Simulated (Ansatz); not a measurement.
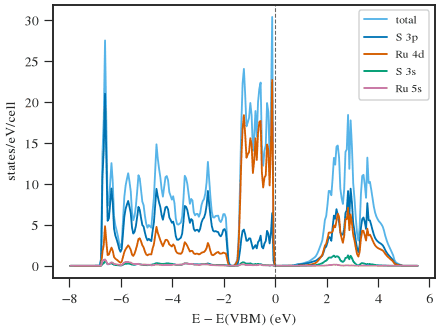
Total and projected density of states of RuS2 in space group Pa-3 (No. 205; Ru on 4a, S on 8c), the program Ansatz at the PBE level (PAW)

Which orbitals carry the states next to the gap?

Top 1 eV of the valence band: Ru 4d 78 %, S 3p 17 %. Bottom 1 eV of the conduction band: S 3p 66 %, Ru 4d 20 %, outside the projected shells 8 %. Projections are on Löwdin-orthogonalised atomic valence shells; empty p or d shells of many metals are not among them.

The cell was relaxed with PBE under the symmetry of its start. No spin polarisation was allowed. Spin–orbit coupling is left out wherever it is not named.

Potentials: the later of the program's two PAW sets.
